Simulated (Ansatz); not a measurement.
**ZnSnO3, pressure series**

Start from ZnSnO₃ (space group R3c, No. 161; a = 5.2780 Å, c = 14.0092 Å (hexagonal axes)).

Cell and atoms are relaxed at each pressure.

Level of theory: PBEsol/PAW in Ansatz (a program for electronic structure), spin-orbit coupling left out, earlier PAW set.

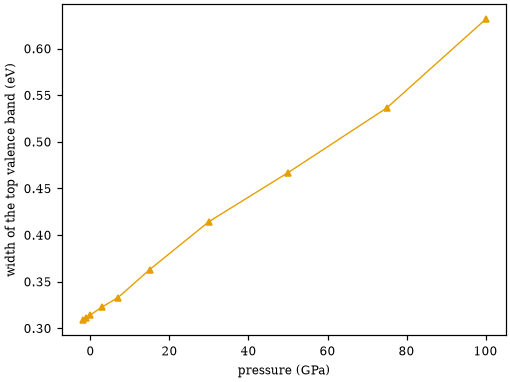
*Width of the top valence band against pressure*

| pressure (GPa) | width of the top valence band |
|---|---|
| -2 | 0.31 eV |
| -1 | 0.31 eV |
| 3 | 0.32 eV |
| 7 | 0.33 eV |
| 15 | 0.36 eV |
| 30 | 0.41 eV |
| 50 | 0.47 eV |
| 75 | 0.54 eV |
| 100 | 0.63 eV |

The levels and masses belong to the bands next to the band gap. Load acts through the strain it causes; cell and atoms are relaxed under it. No phonon test of stability was made. No other phases were tried under pressure.
